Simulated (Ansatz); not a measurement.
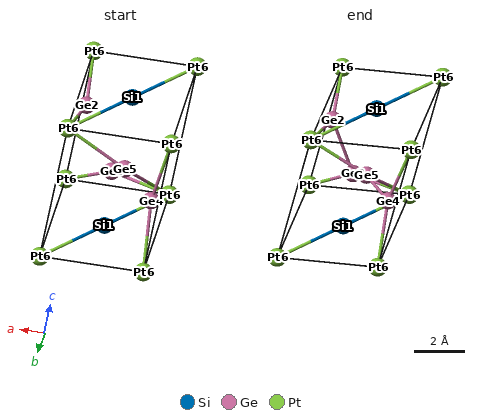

The structure of crystalline SiGe4Pt (a generated structure, set up in I422) (coarse preliminary run) before (left) and after (right) a relaxation, at one scale.

A ball-and-stick model of the cell of the calculation, seen from a free direction.

Level of theory: DFT PBE, scalar-relativistic, plane waves, PAW in Ansatz.

Input file:
```yaml
crystal:
  lattice:
    - [-3.40213946, 3.40213946, 2.93420256]
    - [3.40213946, -3.40213946, 2.93420256]
    - [3.40213946, 3.40213946, -2.93420256]
  atoms:
    - { symbol: Si, position: [0.5, 0.5, 0.0] }
    - { symbol: Ge, position: [0.91997501, 0.41997501, 0.83995003] }
    - { symbol: Ge, position: [0.58002499, 0.08002499, 0.16004997] }
    - { symbol: Ge, position: [0.08002499, 0.91997501, 0.5] }
    - { symbol: Ge, position: [0.41997501, 0.58002499, 0.5] }
    - { symbol: Pt, position: [0.0, 0.0, 0.0] }
basis:
  ecutwfc: 420
kpoints:
  mp_grid: { grid: [4, 4, 4] }
hamiltonian:
  xc: pbe
scf:
  occupations: { method: gaussian, width: 0.1 }
  lower_state_search: "off"
output:
  forces: true
  stress: true
  eigenvalues: true
relax:
  adjacent_minimum: "off"
  f_tol: 0.04
  max_steps: 70
  cell: { stress_tol: 0.4 }
```

Launched with:
```bash
ansatz run input.yaml --threads 1 --pin off --max-ram 2560MiB --backend cpu --events-out ev --progress --plain --runs-dir out
```

Question: What changed between the two?

Answer: The largest moves relative to the cell, 0.12 Å, are those of Ge2, Ge3, Ge4 and Ge5. Ge5 goes along [−1 1 0]. Si and Pt stay in place. Cell: a = b = c 5.635 → 5.203 Å (−7.7 %), α 105.7° → 109.2°, β 105.7° → 109.2°, γ 117.2° → 109.9°. Volume −20.2 %. Among the contacts that change: Ge2–Ge3 3.271 → 2.654 Å, Ge2–Pt6 2.921 → 2.722 Å, Si1–Pt6 2.934 → 2.986 Å. Among the angles between lasting bonds that change: Pt6–Ge4–Pt6 149.4° → 145.7°. The space group stays I422 (No. 97). Over 7 accepted moves (8 points after the start) the energy falls by 213 meV per atom. The largest force component goes from 0.05 to 0.019 eV/Å. The pressure goes from −10.56 to −0.17 GPa. At 1 point the geometry stayed and the basis and grid were re-selected for the new cell (energy shift of 0.8 meV per atom at most each time). Cost: 32 s on 1 thread of Intel(R) Xeon(R) 6975P-C (Granite Rapids), on a shared host, peak memory 0.44 GiB.
